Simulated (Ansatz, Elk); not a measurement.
# TlCuGeSe4: X-ray structure factors from the self-consistent density

The structure of TlCuGeSe4 used here is made up (a known structure type with other elements) and was relaxed beforehand with PBE. The aim is the Fourier transform of its all-electron density, F(hkl), set beside the sum over free spherical atoms that refinements use.

Program: Elk 11.2.3 (patched build). Level of theory: DFT, PBE, all-electron APW+lo, Dirac cores, scalar-relativistic bands, static density, no spin. Results are calculated unless marked as measured.

The structure was built from a prototype and need not be the compound's stable phase.

## 1. The starting structure

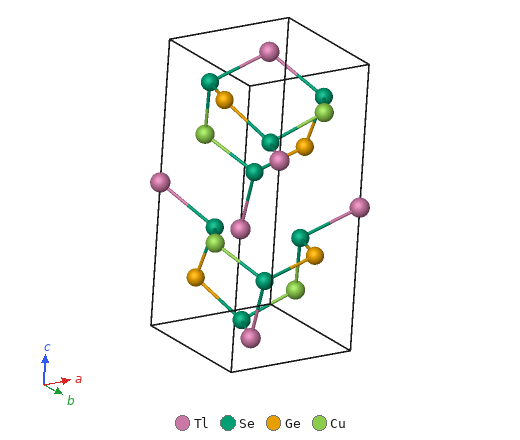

The cell as given, from a free direction (thallium pink, selenium teal, germanium orange, copper green). This picture shows the conventional cell, with its axes. Some periodic images of atoms are drawn too.

## 2. Ground state and structure factors

An all-electron density is needed, since X-rays see the cores too. Task 0 finds the density and task 195 Fourier-transforms it; tshift is off so that phases refer to the origin typed.

File elk.in:

```
tasks
  0
  195

xctype
  20

spinpol
  .false.

rgkmax
  7.0

gmaxvr
  14.0

lmaxo
  7

lmaxapw
  8

swidth
  0.002

tshift
  .false.

ramdisk
  .false.

hmaxvr
  5.5

maxscl
  120

epspot
  1e-06

sppath
  './'

avec
  -5.27302242898 5.27302242898 11.23362843952
  5.27302242898 -5.27302242898 11.23362843952
  5.27302242898 5.27302242898 -11.23362843952

atoms
  4
  'Tl.in'
  1
  0.5000000000 0.5000000000 -0.0000000000   0.000000 0.000000 0.000000
  'Se.in'
  4
  0.9155392459 0.3436331607 0.9961522518   0.000000 0.000000 0.000000
  0.3474809089 0.9193869941 0.0038477482   0.000000 0.000000 0.000000
  0.6563668393 0.6525190911 0.5719060851   0.000000 0.000000 0.000000
  0.0806130059 0.0844607541 0.4280939149   0.000000 0.000000 0.000000
  'Ge.in'
  1
  0.7500000000 0.2500000000 0.5000000000   0.000000 0.000000 0.000000
  'Cu.in'
  1
  0.2500000000 0.7500000000 0.5000000000   0.000000 0.000000 0.000000

ngridk
  6 6 6
```

Started as:

```console
OMP_NUM_THREADS=4 elk
```

Numbers of over 12 decimals in the logs are rounded to 6 here.

The log of the run:

```text
┌─────────────────────────┐
│ Elk code version 11.2.3 │
└─────────────────────────┘

All units are atomic (Hartree, Bohr, etc.)

┌─────────────────────────────────────────────────┐
│ Ground-state run starting from atomic densities │
└─────────────────────────────────────────────────┘

Lattice vectors :
  -5.273022429       5.273022429       11.23362844
   5.273022429      -5.273022429       11.23362844
   5.273022429       5.273022429      -11.23362844

Reciprocal lattice vectors :
  0.4453662075E-17  0.5957859455      0.2796596550
  0.5957859455      0.4453662075E-17  0.2796596550
  0.5957859455      0.5957859455     -0.3782825113E-17

Unit cell volume      :    1249.393620
Brillouin zone volume :   0.1985364817

Muffin-tin inner radius fraction :   0.1000000000E-01

Nuclei treated as point charges

Species : 1 (Tl)
 parameters loaded from : Tl.in
 name : thallium
 nuclear charge    :   -81.00000000
 electronic charge :    81.00000000
 atomic mass :    372567.9643
 muffin-tin radius :    2.800000000
 number of radial points in muffin-tin :   1393
 inner part over the whole radius :   0.9893942913E-02
 number on inner part of muffin-tin    :   1000
 approximate nuclear radius :   0.1043008296E-03
 number of mesh points to nuclear radius :    525
 atomic positions (lattice), magnetic fields (Cartesian) :
  1 :   0.50000000  0.50000000  0.00000000    0.00000000  0.00000000  0.00000000

Species : 2 (Se)
 parameters loaded from : Se.in
 name : selenium
 nuclear charge    :   -34.00000000
 electronic charge :    34.00000000
 atomic mass :    143935.2749
 muffin-tin radius :    2.229009163
 number of radial points in muffin-tin :    993
 inner part over the whole radius :   0.9876726250E-02
 number on inner part of muffin-tin    :    701
 approximate nuclear radius :   0.7785908700E-04
 number of mesh points to nuclear radius :    344
 atomic positions (lattice), magnetic fields (Cartesian) :
  1 :   0.91553925  0.34363316  0.99615225    0.00000000  0.00000000  0.00000000
  2 :   0.34748091  0.91938699  0.00384775    0.00000000  0.00000000  0.00000000
  3 :   0.65636684  0.65251909  0.57190609    0.00000000  0.00000000  0.00000000
  4 :   0.08061301  0.08446075  0.42809391    0.00000000  0.00000000  0.00000000

Species : 3 (Ge)
 parameters loaded from : Ge.in
 name : germanium
 nuclear charge    :   -32.00000000
 electronic charge :    32.00000000
 atomic mass :    132414.6196
 muffin-tin radius :    2.269764204
 number of radial points in muffin-tin :    993
 inner part over the whole radius :   0.9912237943E-02
 number on inner part of muffin-tin    :    701
 approximate nuclear radius :   0.7637961215E-04
 number of mesh points to nuclear radius :    341
 atomic positions (lattice), magnetic fields (Cartesian) :
  1 :   0.75000000  0.25000000  0.50000000    0.00000000  0.00000000  0.00000000

Species : 4 (Cu)
 parameters loaded from : Cu.in
 name : copper
 nuclear charge    :   -29.00000000
 electronic charge :    29.00000000
 atomic mass :    115837.2717
 muffin-tin radius :    2.356906493
 number of radial points in muffin-tin :    993
 inner part over the whole radius :   0.9945989086E-02
 number on inner part of muffin-tin    :    701
 approximate nuclear radius :   0.7406004541E-04
 number of mesh points to nuclear radius :    336
 atomic positions (lattice), magnetic fields (Cartesian) :
  1 :   0.25000000  0.75000000  0.50000000    0.00000000  0.00000000  0.00000000

Total number of atoms per unit cell :    7
Total muffin-tin volume :    381.3358970
 ratio of muffin-tin to unit cell volume :   0.3052167796

Spin treatment :
 spin-unpolarised

Number of Bravais lattice symmetries :   16
Number of crystal symmetries         :    4
Crystal has no inversion symmetry
Complex Hermitian eigensolver will be used

k-point grid :      6     6     6
k-point offset :    0.000000000       0.000000000       0.000000000
k-point set is reduced with full crystal symmetry group
Total number of k-points :       58

[...]
(states/Hartree/unit cell)

Estimated indirect band gap :   0.5680814707E-02
 from k-point 1 to k-point 19
Estimated direct band gap   :   0.1053369264E-01
 at k-point 19

Charges :
 core                        :    164.0000000
 valence                     :    114.0000000
 interstitial                :    12.72860751
 muffin-tins (core leakage)
  species : 1 (Tl)
[...]
species : 2 (Se)
[...]
species : 3 (Ge)
[...]
species : 4 (Cu)
[...]
total in muffin-tins        :    265.2713925
 total calculated charge     :    277.9980751
 total charge                :    278.0000000
 error                       :   0.1924909837E-02

RMS change in Kohn-Sham potential (target) :   0.2579657141     (  0.1000000000E-05)
Absolute change in total energy (target)   :   0.4768746879     (  0.1000000000E-03)

[... loops 3 to 17 left out ...]

┌──────────────────┐
│ Loop number : 18 │
└──────────────────┘

Energies :
 Fermi                       :     0.140726
 sum of occupied eigenvalues :     -20326.157527235
 electron kinetic            :      37294.972601842
 core electron kinetic       :      35889.456558677
 Coulomb                     :     -70177.129998240
 Coulomb potential           :     -56471.252340599
 nuclear-nuclear             :     -2910.8900409820
 electron-nuclear            :     -78109.545044532
 Hartree                     :      10843.305087274
 Madelung                    :     -41941.503827940
 xc potential                :     -1149.8777884779
 exchange                    :     -866.91681112239
 correlation                 :     -14.601172169522
 electron entropic           :    -0.90956363053853E-04
 total energy                :     -33763.675470646

Density of states at Fermi energy :    4.613030738
 (states/Hartree/unit cell)

Estimated indirect band gap :   0.1407195388E-01
 from k-point 1 to k-point 19
Estimated direct band gap   :   0.2366001877E-01
 at k-point 46

Charges :
 core                        :    164.0000000
 valence                     :    114.0000000
 interstitial                :    12.31684039
 muffin-tins (core leakage)
  species : 1 (Tl)
[...]
species : 2 (Se)
[...]
species : 3 (Ge)
[...]
species : 4 (Cu)
[...]
total in muffin-tins        :    265.6831596
 total calculated charge     :    277.9980841
 total charge                :    278.0000000
 error                       :   0.1915875845E-02

RMS change in Kohn-Sham potential (target) :   0.1030653095E-06 (  0.1000000000E-05)
Absolute change in total energy (target)   :   0.5578663695E-04 (  0.1000000000E-03)

Convergence targets achieved

┌──────────────────┐
│ Loop number : 19 │
└──────────────────┘

Energies :
 Fermi                       :     0.140726
 sum of occupied eigenvalues :     -20326.157528313
 electron kinetic            :      37294.972601408
 core electron kinetic       :      35889.456558973
 Coulomb                     :     -70177.129997032
 Coulomb potential           :     -56471.252342119
 nuclear-nuclear             :     -2910.8900409820
 electron-nuclear            :     -78109.545040384
 Hartree                     :      10843.305084334
 Madelung                    :     -41941.503825972
 xc potential                :     -1149.8777876014
 exchange                    :     -866.91681098172
 correlation                 :     -14.601172172585
 electron entropic           :    -0.90956376187322E-04
 total energy                :     -33763.675469735

Density of states at Fermi energy :    4.613031104
 (states/Hartree/unit cell)

Estimated indirect band gap :   0.1407194934E-01
 from k-point 1 to k-point 19
Estimated direct band gap   :   0.2366001654E-01
 at k-point 46

Charges :
 core                        :    164.0000000
 valence                     :    114.0000000
 interstitial                :    12.31684046
 muffin-tins (core leakage)
  species : 1 (Tl)
[...]
species : 2 (Se)
[...]
atom 4                    :    31.94653154     (  0.1777455668E-03)
  species : 3 (Ge)
   atom 1                    :    30.16348865     (  0.6953606482E-03)
  species : 4 (Cu)
   atom 1                    :    28.08232872     (  0.2027727527E-03)
 total in muffin-tins        :    265.6831595
 total calculated charge     :    277.9980841
 total charge                :    278.0000000
 error                       :   0.1915875918E-02

┌──────────────────────────────┐
│ Self-consistent loop stopped │
└──────────────────────────────┘

Warning : core states of species 2 leak from the muffin-tin :   0.1777455668E-03

Warning : core states of species 3 leak from the muffin-tin :   0.6953606482E-03

Warning : core states of species 4 leak from the muffin-tin :   0.2027727527E-03

Wrote STATE.OUT
```

Wall time 2.5 min (4 threads of AMD EPYC 9R14 (Zen 4), shared host); peak memory 0.39 GiB.

SFACRHO.OUT:

```text

h k l indices transformed by vhmat matrix:
   1.000000000       0.000000000       0.000000000    
   0.000000000       1.000000000       0.000000000    
   0.000000000       0.000000000       1.000000000    

      h      k      l  multipl.   |H|            Re(F)            Im(F)           |F|

      0      0      0      1   0.0000000       278.00000     -0.43167851E-15   278.00000    
     -1     -1      1      2  0.55931931       9.5355832     -0.12899487E-09   9.5355832    
     -1      0      0      4  0.65815683      -57.570739       3.5772960       57.681774    
      0      1     -1      4  0.65815683      -57.570739      -3.5772960       57.681774    
     -1      1      0      4  0.84256856       26.288085      0.30007892E-11   26.288085    
     -2      0      1      4   1.0113159       124.82533       110.56044       166.74824    
     -1     -1      0      4   1.0113159       124.82533      -110.56044       166.74824    
     -2     -1      1      4   1.0290027      -92.877187      -1.3172047       92.886527    
     -1     -2      1      4   1.0290027      -92.877187       1.3172048       92.886527    
     -2     -2      2      2   1.1186386       10.470139      0.37392361E-11   10.470139    
      1     -1     -1      4   1.1915719       20.408999      0.34360423E-10   20.408999    
      0     -2      2      4   1.3163137       27.966228       1.2594215       27.994572    
      0      2     -2      4   1.3163137       27.966228      -1.2594215       27.994572    
      0      1      1      4   1.3612546      -81.259719       32.180173       87.399688    
      0      1     -2      4   1.3612546      -84.734520       34.699501       91.564154    
     -1      0      2      4   1.3612546      -81.259719      -32.180173       87.399688    
      2     -1     -1      4   1.3612546      -84.734520      -34.699501       91.564154    
      2      2     -3      4   1.4004550       14.630946      -16.455606       22.019345
```

Elk indexes on the primitive cell of elk.in and gives |H| = 4π sin θ/λ in inverse bohr. Below, one row stands for each form hkl of the conventional cell (m members, Friedel mates merged), F is for one primitive cell and the density is static (no thermal factor). Free-atom factors are Waasmaier and Kirfel's, and R is Σm||F|−|F'||/Σm|F|.

| hkl | m | sin θ/λ (Å⁻¹) | abs F, DFT | neutral atoms | diff. | abs of complex diff. |
| --- | --- | --- | --- | --- | --- | --- |
| 002 | 2 | 0.084 | 9.536 | 9.622 | -0.086 | 0.086 |
| 101 | 8 | 0.099 | 57.682 | 57.832 | -0.150 | 0.153 |
| 110 | 4 | 0.127 | 26.288 | 26.177 | +0.111 | 0.111 |
| 112 | 8 | 0.152 | 166.748 | 166.532 | +0.216 | 0.499 |
| 103 | 8 | 0.155 | 92.887 | 92.983 | -0.097 | 0.108 |
| 004 | 2 | 0.168 | 10.470 | 11.061 | -0.591 | 0.591 |
| 200 | 4 | 0.179 | 20.409 | 20.989 | -0.581 | 0.581 |
| 202 | 8 | 0.198 | 27.995 | 27.726 | +0.269 | 0.291 |
| 211 | 8 | 0.205 | 87.400 | 87.684 | -0.285 | 0.356 |
| 121 | 8 | 0.205 | 91.564 | 91.443 | +0.121 | 0.219 |
| 114 | 8 | 0.211 | 22.019 | 21.839 | +0.181 | 0.224 |
| 105 | 8 | 0.229 | 79.199 | 79.210 | -0.010 | 0.344 |
| 123 | 8 | 0.237 | 53.229 | 53.451 | -0.222 | 0.357 |
| 213 | 8 | 0.237 | 59.403 | 59.347 | +0.056 | 0.315 |
| 204 | 8 | 0.246 | 199.612 | 200.241 | -0.629 | 0.633 |
| 006 | 2 | 0.252 | 43.783 | 43.506 | +0.278 | 0.278 |
| 220 | 4 | 0.253 | 189.674 | 190.294 | -0.620 | 0.620 |
| 222 | 8 | 0.267 | 22.620 | 22.437 | +0.183 | 0.407 |

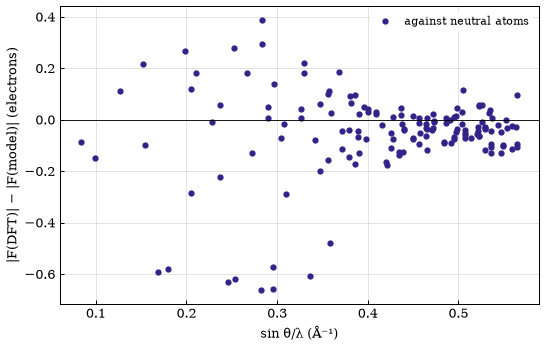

Difference between the calculated structure factors and the independent-atom ones.

## 3. The highest occupied states alone

An energy window below the Fermi level keeps the highest occupied states, to see at which angles they scatter; shallow core shells can lie inside it and anion s states outside. No new self-consistency is needed.

Changes to elk.in since step 2:

```diff
@@ -1,3 +1,2 @@
 tasks
-  0
   195
@@ -40,2 +39,5 @@
 
+wsfac
+  -0.226770 0.440730
+
 sppath
```

Started as:

```console
OMP_NUM_THREADS=4 elk
```

The log of the run:

```text
┌─────────────────────────────────┐
│ Elk code version 11.2.3 started │
└─────────────────────────────────┘

Info(readinput): the functional depends on the density's gradient
 muffin-tin radial points multiplied by    2.00000
 (not where nrmtscf is given)

┌────────────────────┐
│ Current task : 195 │
└────────────────────┘
Info(checkmt): changed muffin-tin radius of species 2 (Se) from   2.4000 to   2.2290
Info(checkmt): changed muffin-tin radius of species 3 (Ge) from   2.4000 to   2.2698
Info(checkmt): changed muffin-tin radius of species 4 (Cu) from   2.4000 to   2.3569

Info(sfacrho): density structure factors written to SFACRHO.OUT

 Energy window :  -0.2267700000      0.4407300000

┌──────────────────┐
│ Elk code stopped │
└──────────────────┘
```

The job ended after 20 s (4 threads; peak memory 0.26 GiB).

States within 10 eV below the Fermi level hold 34.00 electrons; any levels below the window count with the cores. Their amplitudes can exceed the total, where window and core parts have opposite phase:

| hkl | sin θ/λ (Å⁻¹) | abs F, window | abs F, all |
| --- | --- | --- | --- |
| 002 | 0.084 | 11.017 | 9.536 |
| 101 | 0.099 | 7.506 | 57.682 |
| 110 | 0.127 | 8.492 | 26.288 |
| 112 | 0.152 | 11.495 | 166.748 |
| 103 | 0.155 | 7.279 | 92.887 |
| 004 | 0.168 | 3.638 | 10.470 |
| 200 | 0.179 | 4.458 | 20.409 |
| 202 | 0.198 | 6.902 | 27.995 |
| 211 | 0.205 | 7.123 | 87.400 |
| 121 | 0.205 | 5.355 | 91.564 |

## 4. Another functional

The difference from free atoms is small, so it is set against the change that PBEsol makes.

Changes to elk.in since step 3:

```diff
@@ -1,2 +1,3 @@
 tasks
+  0
   195
@@ -4,3 +5,3 @@
 xctype
-  20
+  22
 
@@ -39,5 +40,2 @@
 
-wsfac
-  -0.226770 0.440730
-
 sppath
```

Started as:

```console
OMP_NUM_THREADS=4 elk
```

The log of the run:

```text
┌─────────────────────────┐
│ Elk code version 11.2.3 │
└─────────────────────────┘

All units are atomic (Hartree, Bohr, etc.)

┌─────────────────────────────────────────────────┐
│ Ground-state run starting from atomic densities │
└─────────────────────────────────────────────────┘

Lattice vectors :
  -5.273022429       5.273022429       11.23362844
   5.273022429      -5.273022429       11.23362844
   5.273022429       5.273022429      -11.23362844

Reciprocal lattice vectors :
  0.4453662075E-17  0.5957859455      0.2796596550
[...]
species : 4 (Cu)
   atom 1                    :    28.08137944     (  0.2066756816E-03)
 total in muffin-tins        :    265.6375609
 total calculated charge     :    277.9980615
 total charge                :    278.0000000
 error                       :   0.1938486278E-02

┌──────────────────────────────┐
│ Self-consistent loop stopped │
└──────────────────────────────┘

Warning : core states of species 2 leak from the muffin-tin :   0.1795484954E-03

Warning : core states of species 3 leak from the muffin-tin :   0.7046826173E-03

Warning : core states of species 4 leak from the muffin-tin :   0.2066756816E-03

Wrote STATE.OUT
[key lines of the parts left out:]
total energy                :     -33748.716208486
```

It took 2.3 min on 4 threads; peak memory 0.41 GiB.

Against the first run R = 0.02 %; the largest change is -0.050 at 112.

## 5. Basis size

The basis and the expansions that go with it are enlarged, to see whether the differences are converged.

Changes to elk.in since step 4:

```diff
@@ -5,3 +5,3 @@
 xctype
-  22
+  20
 
@@ -11,12 +11,12 @@
 rgkmax
-  7.0
+  8.5
 
 gmaxvr
-  14.0
+  18.0
 
 lmaxo
-  7
+  9
 
 lmaxapw
-  8
+  10
```

Started as:

```console
OMP_NUM_THREADS=4 elk
```

The log of the run:

```text
┌─────────────────────────┐
│ Elk code version 11.2.3 │
└─────────────────────────┘

All units are atomic (Hartree, Bohr, etc.)

┌─────────────────────────────────────────────────┐
│ Ground-state run starting from atomic densities │
└─────────────────────────────────────────────────┘

Lattice vectors :
  -5.273022429       5.273022429       11.23362844
   5.273022429      -5.273022429       11.23362844
   5.273022429       5.273022429      -11.23362844

Reciprocal lattice vectors :
  0.4453662075E-17  0.5957859455      0.2796596550
[...]
species : 4 (Cu)
   atom 1                    :    28.09095018     (  0.2029518095E-03)
 total in muffin-tins        :    265.7173053
 total calculated charge     :    277.9981527
 total charge                :    278.0000000
 error                       :   0.1847279686E-02

┌──────────────────────────────┐
│ Self-consistent loop stopped │
└──────────────────────────────┘

Warning : core states of species 2 leak from the muffin-tin :   0.1775999683E-03

Warning : core states of species 3 leak from the muffin-tin :   0.6942020857E-03

Warning : core states of species 4 leak from the muffin-tin :   0.2029518095E-03

Wrote STATE.OUT
[key lines of the parts left out:]
total energy                :     -33763.708051322
```

It took 7.1 min on 4 threads; peak memory 0.78 GiB.

Against the first run R = 0.01 %; the largest change is -0.017 at 336.

## 6. Settings against the effect

| run | R against the first run (%) | R against neutral atoms, low angle (%) | wall time |
| --- | --- | --- | --- |
| PBE, rgkmax 7 | 0.00 | 0.34 | 2.5 min |
| PBEsol | 0.02 | 0.34 | 2.3 min |
| rgkmax 8.5 with larger expansions | 0.01 | 0.34 | 7.1 min |

## 7. Summary of results

| Property | Result |
| --- | --- |
| R against neutral atoms, sin θ/λ < 0.3 Å⁻¹ | 0.34 % |
| R against neutral atoms, 0.3 to 0.56 Å⁻¹ | 0.12 % |

In words: Independent neutral atoms miss the calculated amplitudes by R = 0.34 % below 0.3 Å⁻¹ and 0.12 % from there to 0.56 Å⁻¹; by shells, 0.31 % below 0.15 Å⁻¹ (3 forms), 0.34 % 0.15 to 0.3 (24 forms), 0.15 % 0.3 to 0.45 (53 forms), 0.10 % above 0.45 (69 forms). Bonding, aspherical density and the tables' own atoms all enter these figures, and the runs don't part them. The largest change of an amplitude is -0.66 electrons, at 116. R counts amplitudes alone; phases shift too. Weak lines can change much in proportion: 206 goes from 1.54 to 1.25. The window's part falls from 34.0 electrons at the origin to at most 2.55 between 0.45 and 0.56 Å⁻¹, where compact states inside the window still scatter. Below 0.3 Å⁻¹ the changes that finished (PBEsol and rgkmax 8.5 with larger expansions) move F by R = 0.01 % at most, against the 0.34 % that separates it from free atoms. The k-mesh has no finished test. These runs have no spin, though d or f shells may be open. Spin-orbit coupling is left out, which can matter for elements this heavy. Part of the difference isn't bonding: the tables are fits to free atoms and ions calculated by other methods than this functional. Thermal motion, anomalous dispersion and extinction are left out.

[Logs are printed without paths, hosts, clocks, repeated set-up lines and the standing remarks that a program may print on its own settings, such as how far it seeks lower states.]

[Hosts, paths, dates, database ids (printed as entryN), source tags and the programs' standing remarks are cut or masked in the printed files.]
